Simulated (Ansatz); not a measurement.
# How long must the leads be? bond stretched by 1.0 Å, between Al atomic chains, part 3 of 3

Is the current converged in the leads' length?

Ansatz 0.2.0; DFT PBE, plane waves, PAW; current against voltage, self-consistent under bias.

So far, largest misfit of the leads (meV): step 2 (the sweep under bias, lead atoms 11, setting 11 lead atoms …) 125; step 3 (14 atoms, lead atoms 7) 121; step 4 (18 atoms, lead atoms 9) 140; step 5 (32 atoms, lead atoms 16) 41.4; step 6 (another cell) 136.

## 7. Current against voltage, lead atoms 16 (continued)

Cell area 30.250 Å^2. The current through one cell by bias:

```csv
bias (V),current through one cell (μA)
0.000,0
0.500,13.8
1.000,21.0
```

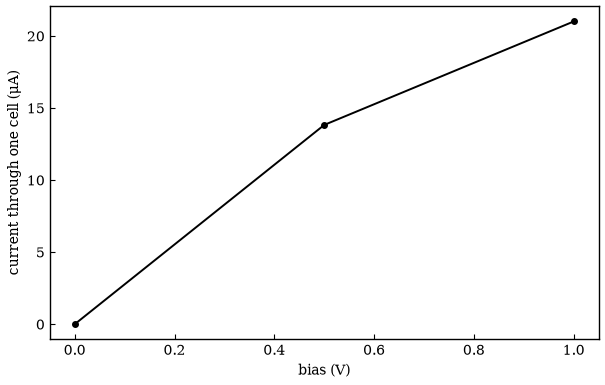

Current through one cell against bias.

The zero-bias conductance is 0.685 G₀; current over voltage goes 0.357 at +0.5 V and 0.271 at +1 V in the same unit. The leads' misfit reaches 33 meV.

## 8. Current against voltage, 22 atoms (run 2)

System of this step: bond stretched by 1.0 Å, between Al atomic chains. The cell holds 22 atoms: 22 Al. Cell: a = 9.000 Å, b = 9.000 Å, c = 65.600 Å, α = 90.0°, β = 90.0°, γ = 90.0°. Electrodes: Al atomic chain; the apex atoms were set 3.400 Å apart. Regions: lower lead, 11 atoms (11 Al); upper lead, 11 atoms (11 Al). Vacuum lies along a, b and c.

The sweep is repeated with 11 lead atoms, box 9 Å: longer leads should bring the reservoirs nearer to the perfect lead, and the box width changes both the screening and the coupling to the images.

input.yaml

```yaml
crystal:
  lattice:
    - [9.0, 0.0, 0.0]
    - [0.0, 9.0, 0.0]
    - [0.0, 0.0, 65.6]
  atoms:
    - { symbol: Al, position: [0.5, 0.5, 0.0] }
    - { symbol: Al, position: [0.5, 0.5, 0.036737805] }
    - { symbol: Al, position: [0.5, 0.5, 0.07347561] }
    - { symbol: Al, position: [0.5, 0.5, 0.110213415] }
    - { symbol: Al, position: [0.5, 0.5, 0.14695122] }
    - { symbol: Al, position: [0.5, 0.5, 0.183689024] }
    - { symbol: Al, position: [0.5, 0.5, 0.220426829] }
    - { symbol: Al, position: [0.5, 0.5, 0.257164634] }
    - { symbol: Al, position: [0.5, 0.5, 0.293902439] }
    - { symbol: Al, position: [0.5, 0.5, 0.330640244] }
    - { symbol: Al, position: [0.5, 0.5, 0.367378049] }
    - { symbol: Al, position: [0.5, 0.5, 0.419207317] }
    - { symbol: Al, position: [0.5, 0.5, 0.455945122] }
    - { symbol: Al, position: [0.5, 0.5, 0.492682927] }
    - { symbol: Al, position: [0.5, 0.5, 0.529420732] }
    - { symbol: Al, position: [0.5, 0.5, 0.566158537] }
    - { symbol: Al, position: [0.5, 0.5, 0.602896341] }
    - { symbol: Al, position: [0.5, 0.5, 0.639634146] }
    - { symbol: Al, position: [0.5, 0.5, 0.676371951] }
    - { symbol: Al, position: [0.5, 0.5, 0.713109756] }
    - { symbol: Al, position: [0.5, 0.5, 0.749847561] }
    - { symbol: Al, position: [0.5, 0.5, 0.786585366] }
kpoints:
  mp_grid: { grid: [1, 1, 1] }
scf:
  occupations: { method: fermi_dirac, width: 0.1 }
hamiltonian:
  xc: pbe
output:
  current_voltage:
    leads: [[4, 5], [16, 17]]
    bias: [0.5, 1.0]
    electrode_ends: [10, 11]
    kmesh: [1, 1]
  write_potential: true
  write_density: true
  volumetric_format: npy
basis:
  ecutwfc: "340 eV"
```

The run is started by

```sh
ansatz run input.yaml --threads 8 --pin off --max-ram 16384MiB --backend cpu --events-out ev --progress --plain --runs-dir out
```

Numbers of over 12 decimals in the logs are rounded to 6 here.

The log of the run:

```text
[...]
Crystal: 22 atoms, lattice volume = 5313.600 Å³
Basis set: ecut = 340 eV, 75821 PW (Γ)
Bands: 55, of which v1, the nominal top of the filled ones, is band 33 counted from 1 (32 counted from 0)
Symmetry: 16 space group operations
[...]
k-points: 1
[...]
E sigma→0 (E₀):  -11779.913171 eV
Entropy (-TS):   -1.276709 eV (-58.032 meV/atom)
Fermi energy:    -3.271531 eV
[...]
--- Band table (eV) ---
  k-point 0: bands = [... 29 lower, -3.4643, -3.4643, -3.3125, -3.3125, -3.2567, -3.2567, -3.1200, -3.0480, ... 18 higher]
--- Current–voltage curve ---
[...]
electrodes : end at 89.70 and 93.10 Å
  density    : 188 bands, filled at a thermal energy of 2.585e-2 eV; current at 300 K
[...]
At 0 V the conductance is 8.8292e-5 S, 1.0900e14 S/m².
[key lines of the parts left out:]
SCF converged after 11 iterations
Free energy (F): -11780.551526 eV
```

Wall time 7.9 min (8 threads of Arm Neoverse V2, shared host); peak memory 5.6 GiB; 57 min of CPU time.

The zero-bias conductance is 1.14 G₀; current over voltage goes 0.643 at +0.5 V and 0.349 at +1 V in the same unit. The leads' misfit reaches 124 meV.

## 9. Comparing the runs

Times are for 8 threads of Arm Neoverse V2, shared host. The series side by side:

```csv
no.,setting,current at the highest bias (μA),conductance at zero bias (G₀),largest misfit of the leads (meV),time,memory (GiB)
1,"11 lead atoms, box 7 Å",26.08,1.128,125.1,2.6 min,2.3
2,"7 lead atoms, box 7 Å",26.37,1.002,121.3,2.5 min,2.1
3,"9 lead atoms, box 7 Å",25.14,1.108,140.3,2.1 min,2.3
4,"16 lead atoms, box 7 Å",24.16,1.175,41.36,5.2 min,3.9
5,"11 lead atoms, box 5.5 Å",21.84,0.6722,135.7,67 s,1.5
6,"16 lead atoms, box 5.5 Å",21.01,0.6849,33.21,2.1 min,2.4
7,"11 lead atoms, box 9 Å",27.01,1.140,124.2,7.9 min,5.6
```

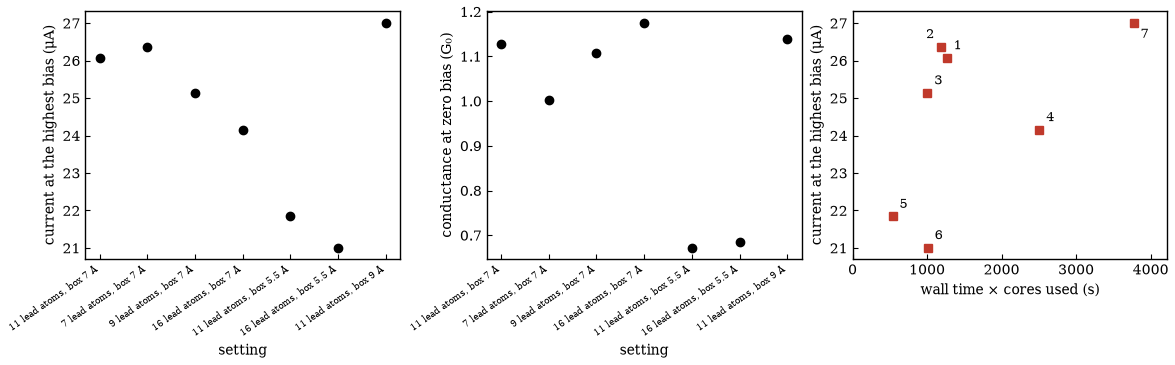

The series as plots; the last panel sets the first result against cost, with the runs numbered as in the table.

## 10. Summary of results

| Item | Value |
| --- | --- |
| current at the highest bias, 11 lead atoms, box 7 Å | 26.1 μA (misfit 125 meV) |
| current at the highest bias, 7 lead atoms, box 7 Å | 26.4 μA (misfit 121 meV) |
| current at the highest bias, 9 lead atoms, box 7 Å | 25.1 μA (misfit 140 meV) |
| current at the highest bias, 16 lead atoms, box 7 Å | 24.2 μA (misfit 41 meV) |
| current at the highest bias, 11 lead atoms, box 5.5 Å | 21.8 μA (misfit 136 meV) |
| current at the highest bias, 16 lead atoms, box 5.5 Å | 21.0 μA (misfit 33 meV) |
| current at the highest bias, 11 lead atoms, box 9 Å | 27.0 μA (misfit 124 meV) |

At one box width the leads' length moves the current at the highest bias by 9.2 % (box 7 Å) and 4.0 % (box 5.5 Å), while the mean current by box width is 21.4 μA (box 5.5 Å), 25.4 μA (box 7 Å) and 27.0 μA (box 9 Å). With 11 lead atoms the misfit is 125 meV (box 7 Å), 136 meV (box 5.5 Å) and 124 meV (box 9 Å). A change of box width also changes the coupling of the chain to its images, so it makes another system. The junction was not relaxed. Transport is coherent and elastic here: the atoms are frozen, so scattering by vibrations plays no part.

[Logs are printed without paths, hosts, clocks, repeated set-up lines and the standing remarks that a program may print on its own settings, such as how far it seeks lower states.]

[Hosts, paths, dates, database ids (printed as entryN), source tags and the programs' standing remarks are cut or masked in the printed files.]
